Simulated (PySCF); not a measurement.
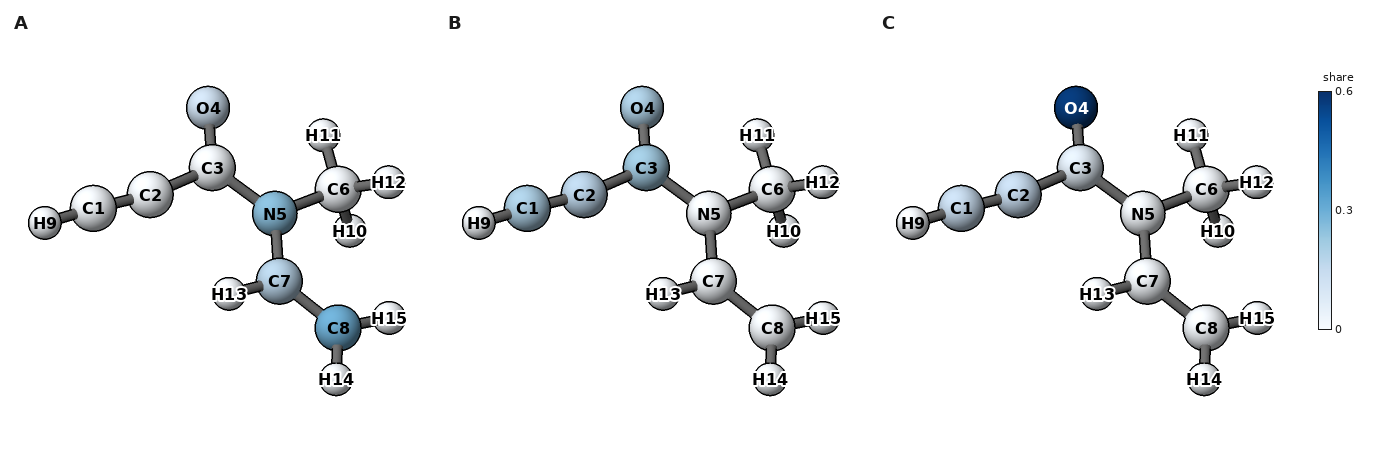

Each panel colours the atoms by their Löwdin share in one orbital (up to four of the largest shares; other atoms are shown as zero). The computed structure is the end point of a GFN2-xTB optimisation. No frequency run is at hand to confirm it as a minimum. Method: CAM-B3LYP/def2-SVPD (PySCF 2.14.0).

**The panels show the HOMO−1, HOMO, LUMO, in some order. Which is which?**

A: HOMO, −8.12 eV; C8 0.29, N5 0.25, C7 0.17, O4 0.12
B: LUMO, −0.28 eV; C3 0.21, C1 0.19, O4 0.19, C2 0.16
C: HOMO−1, −9.47 eV; O4 0.57, C2 0.14, C1 0.14, C3 0.06
